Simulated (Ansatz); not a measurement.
# CH2NSn (SMILES N#[C][SnH2]): levels of theory compared

Wanted: a comparison of 5 runs (UHF/3-21G, U-wB97M-V/def2-SVPD, UCAM-B3LYP/def2-SVPD, UPBE0/def2-SVPD, UMP2/def2-SVPD) of CH2NSn. 

The results are computed with Ansatz 0.2.0.

60 further runs of the same task are left out: 60 set aside as unsound or not needed. Runs told in other sessions of the task aren't counted.

## Step 1: The structure to begin with

CH2NSn: 5 atoms, total charge 0, spin state doublet. SMILES: `N#[C][SnH2]`. The Sn3–H4 distance was set to 2.223 Å, away from the relaxed value.

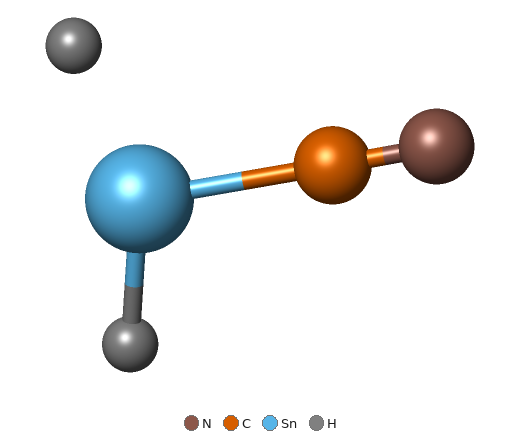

Viewed from a chosen angle; nitrogen brown, carbon orange, tin blue, hydrogen grey.

## Step 2: The energy at UHF/3-21G (run 1)

Input file in.yaml:

```yaml
basis:
  gaussian:
    orbitals: 3-21G-spherical.json
crystal:
  periodic: [false, false, false]
  atoms:
    - {symbol: "N", position_ang: [1.331276, -1.447822, 1.754918]}
    - {symbol: C, position_ang: [1.003476, -0.763622, 0.885318]}
    - {symbol: Sn, position_ang: [0.507076, 0.418978, -0.796982]}
    - {symbol: H, position_ang: [-1.648500, 0.038200, -1.184000]}
    - {symbol: H, position_ang: [0.846476, 2.032278, -0.343282]}
magnetization:
  spin_polarized: true
  initial_magnetization: 1
hamiltonian:
  xc: hf
accuracy: high
output:
  orbitals: {seedname: orbitals}
```

The basis set 3-21G is read from a file made from the Basis Set Exchange's data (not shown).

Run with:

```
$ ansatz run in.yaml --threads 1 --pin off --max-ram 3480MiB --events-out events.jsonl --progress --plain --runs-dir runs
```

Log:

```text
Warning: RAYON_NUM_THREADS=1 ignored (pool sized by the plan → 1); use --threads N
Functional definition: HF
  name "HF"
  exchange = exact_x
  correlation = 0
1097 factors; integrals over basis functions are off by at most 4.7e-9 eV
mean field evaluation 1: about -165691.9652 eV, gradient 1.9e1 eV
mean field evaluation 2: about -165692.2168 eV, gradient 1.9e1 eV
mean field evaluation 4: about -165694.4811 eV, gradient 2.1e0 eV
mean field evaluation 8: about -165694.5540 eV, gradient 3.1e-1 eV
mean field evaluation 16: about -165694.5681 eV, gradient 5.1e-4 eV
mean field evaluation 32: about -165694.5596 eV, gradient 1.8e-1 eV
mean field evaluation 64: about -165694.4370 eV, gradient 8.5e-1 eV
mean field evaluation 96: about -165687.2328 eV, gradient 4.6e0 eV
mean field evaluation 128: about -165694.5573 eV, gradient 2.1e-1 eV
mean field evaluation 160: about -165694.5681 eV, gradient 6.4e-6 eV
mean field -165694.56807228 eV, -6089.1630648442 hartree, gradient 8.1e-8 eV, S^2 0.817083; 2 other end points of the search recorded, 0 dependent functions left out
reference -165694.56807228 eV, -6089.1630648442 hartree; 33, 32 occupied and 20, 21 virtual orbitals, 1097 factors
Total energy: -165694.56807228 eV, -6089.1630648442 hartree
```

Run time: 4.2 s. Hardware: 1 thread of Arm Neoverse V2, shared host; peak memory 0.2 GiB.

## Step 3: The energy at U-wB97M-V/def2-SVPD (core potential) (run 2)

Input file molecule.yaml:

```yaml
basis:
  gaussian:
    orbitals: def2-SVPD
crystal:
  periodic: [false, false, false]
  atoms:
    - symbol: N
      position_ang: [1.331276, -1.447822, 1.754918]
    - symbol: C
      position_ang: [1.003476, -0.763622, 0.885318]
    - symbol: Sn
      position_ang: [0.507076, 0.418978, -0.796982]
    - symbol: H
      position_ang: [-1.648500, 0.038200, -1.184000]
    - symbol: H
      position_ang: [0.846476, 2.032278, -0.343282]
magnetization:
  spin_polarized: true
  initial_magnetization: 1
hamiltonian:
  xc: {name: wB97M-V}
accuracy: high
output:
  orbitals: {seedname: orbitals}
```

Run with:

```
$ ansatz run molecule.yaml --threads 1 --pin off --max-ram 3480MiB --events-out events.jsonl --progress --plain --runs-dir runs
```

Log, shortened:

```text
Warning: RAYON_NUM_THREADS=1 ignored (pool sized by the plan → 1); use --threads N
Functional definition: wB97M-V
  name "wB97M-V"
[...]
  gx(w, u) = 1 - cx + cx01*u + cx10*w
  gss(w, u) = css00 + css04*u^4 + css10*w + css20*w^2 + css43*w^4*u^3
  gos(w, u) = cos00 + cos10*w + (cos20 + cos21*u)*w^2 + (cos60 + cos61*u)*w^6
[...]
      + integral(e_c_pw_mod_opposite_spin*gos(b97_w_opposite, b97_u_opposite)) + vv10(b, c)
1944 factors; integrals over basis functions are off by at most 3.2e-9 eV
466 factors; integrals over basis functions are off by at most 1.9e-9 eV
[...]
mean field -8383.83973865 eV, -308.1004276246 hartree, gradient 9.9e-8 eV, S^2 0.762034; 0 other end points of the search recorded, 0 dependent functions left out
reference -8383.83974371 eV, -308.1004278108 hartree; 19, 18 occupied and 69, 70 virtual orbitals, 1944 factors
Total energy: -8383.83974371 eV, -308.1004278108 hartree
```

It took 87 s on 1 thread of Arm Neoverse V2, shared host; peak memory 0.95 GiB.

Run 3 isn't shown in full; the table further down has it.

## Step 4: The energy at UPBE0/def2-SVPD (core potential) (run 4)

Input file input.yaml:

```yaml
crystal:
  periodic: [false, false, false]
  atoms:
    - {symbol: "N", position_ang: [1.331276, -1.447822, 1.754918]}
    - {symbol: C, position_ang: [1.003476, -0.763622, 0.885318]}
    - {symbol: Sn, position_ang: [0.507076, 0.418978, -0.796982]}
    - {symbol: H, position_ang: [-1.648500, 0.038200, -1.184000]}
    - {symbol: H, position_ang: [0.846476, 2.032278, -0.343282]}
basis:
  gaussian:
    orbitals: def2-SVPD
magnetization:
  spin_polarized: true
  initial_magnetization: 1
hamiltonian:
  xc: {name: PBE0}
accuracy: high
output: {orbitals: {seedname: orbitals}}
```

Run with:

```
$ ansatz run input.yaml --threads 1 --pin off --max-ram 3480MiB --events-out events.jsonl --progress --plain --runs-dir runs
```

Log:

```text
Warning: RAYON_NUM_THREADS=1 ignored (pool sized by the plan → 1); use --threads N
Functional definition: PBE0
  name "PBE0"
  parameter a = 0.25
  parameter kappa = 0.804
  parameter beta = 0.06672455060314922
  exchange = (1 - a)*pbe_x(kappa = kappa, mu = beta*pi^2/3) + a*exact_x
  correlation = pbe_c(beta = beta)
1944 factors; integrals over basis functions are off by at most 3.2e-9 eV
mean field evaluation 1: about -8378.6318 eV, gradient 2.8e1 eV
mean field evaluation 2: about -8345.8937 eV, gradient 7.3e1 eV
mean field evaluation 4: about -8382.8081 eV, gradient 6.5e0 eV
mean field evaluation 8: about -8383.1470 eV, gradient 3.9e-1 eV
mean field evaluation 16: about -8383.1493 eV, gradient 7.1e-3 eV
mean field evaluation 32: about -8383.1494 eV, gradient 6.0e-7 eV
mean field -8383.14935143 eV, -308.0750563622 hartree, gradient 6.4e-8 eV, S^2 0.760797; 0 other end points of the search recorded, 0 dependent functions left out
reference -8383.14935463 eV, -308.0750564801 hartree; 19, 18 occupied and 69, 70 virtual orbitals, 1944 factors
Total energy: -8383.14935463 eV, -308.0750564801 hartree
```

Wall time 13 s (1 thread of Arm Neoverse V2, shared host); peak memory 0.39 GiB.

## Step 5: A single-point energy at UMP2/def2-SVPD (core potential) (run 5)

Input file run.yaml:

```yaml
crystal:
  periodic: [false, false, false]
  atoms:
    - symbol: N
      position_ang: [1.331276, -1.447822, 1.754918]
    - symbol: C
      position_ang: [1.003476, -0.763622, 0.885318]
    - symbol: Sn
      position_ang: [0.507076, 0.418978, -0.796982]
    - symbol: H
      position_ang: [-1.648500, 0.038200, -1.184000]
    - symbol: H
      position_ang: [0.846476, 2.032278, -0.343282]
basis:
  gaussian: {orbitals: def2-SVPD}
magnetization: {spin_polarized: true, initial_magnetization: 1}
correlation: {method: mp2, frozen_orbitals: {C: 1, H: 0, "N": 1, Sn: 4}}
accuracy: high
```

Run with:

```
$ ansatz run run.yaml --threads 1 --pin off --max-ram 3480MiB --events-out events.jsonl --progress --plain --runs-dir runs
```

Log:

```text
Warning: RAYON_NUM_THREADS=1 ignored (pool sized by the plan → 1); use --threads N
Functional definition: HF
  name "HF"
  exchange = exact_x
  correlation = 0
1944 factors; integrals over basis functions are off by at most 3.2e-9 eV
mean field evaluation 1: about -8341.8119 eV, gradient 2.1e1 eV
mean field evaluation 2: about -8341.9128 eV, gradient 2.1e1 eV
mean field evaluation 4: about -8344.8154 eV, gradient 2.8e0 eV
mean field evaluation 8: about -8344.9386 eV, gradient 3.4e-1 eV
mean field evaluation 16: about -8344.9620 eV, gradient 1.2e-3 eV
mean field evaluation 32: about -8344.6562 eV, gradient 1.9e0 eV
mean field -8344.96195311 eV, -306.6716953584 hartree, gradient 2.8e-8 eV, S^2 0.846372; 5 other end points of the search recorded, 0 dependent functions left out
6 core orbitals not correlated: weight in the atoms' cores, before any rotation towards them, 1.000 or more for the frozen orbitals, at most 0.000 for the correlated occupied ones
reference -8344.96195311 eV, -306.6716953584 hartree; 13, 12 occupied and 69, 70 virtual orbitals, 1944 factors
second order -10.59423007 eV of doubles, -0.00000000 eV of singles
Total energy: -8355.55618318 eV, -307.0610261326 hartree
```

Run time: 6 s. Hardware: 1 thread of Arm Neoverse V2, shared host; peak memory 0.31 GiB.

## Step 6: The series

```csv
run,level,core potential,frozen core orbitals,energy (Eh),HOMO energy (eV),LUMO energy (eV),⟨S²⟩,wall time
1,UHF/3-21G,none,–,-6089.163065,-9.41,-0.67,0.817,4.2 s
2,U-wB97M-V/def2-SVPD (core potential),def2-SVPD,–,-308.100428,-9.17,-2.54,0.762,87 s
3,UCAM-B3LYP/def2-SVPD (core potential),def2-SVPD,–,-308.119297,-8.40,-3.40,0.770,13 s
4,UPBE0/def2-SVPD (core potential),def2-SVPD,–,-308.075056,-7.19,-4.28,0.761,13 s
5,UMP2/def2-SVPD (core potential),def2-SVPD,6,-307.061026,–,–,0.846,6 s
```

## Step 7: What came out

```
                                          quantity          value
                               run 5: total energy  -307.06103 Eh
run 5: correlation energy (6 core orbitals frozen)     -389.3 mEh
          run 5: ⟨S²⟩ of the reference determinant          0.846
```

**Reading.** Totals of different functionals can't be ranked against each other. Some runs of one species differ in core potentials or relativity; totals across that change don't compare. In run 1 relativity is left out where basis or elements ask for it. All runs together took 2.1 min, the longest 87 s.
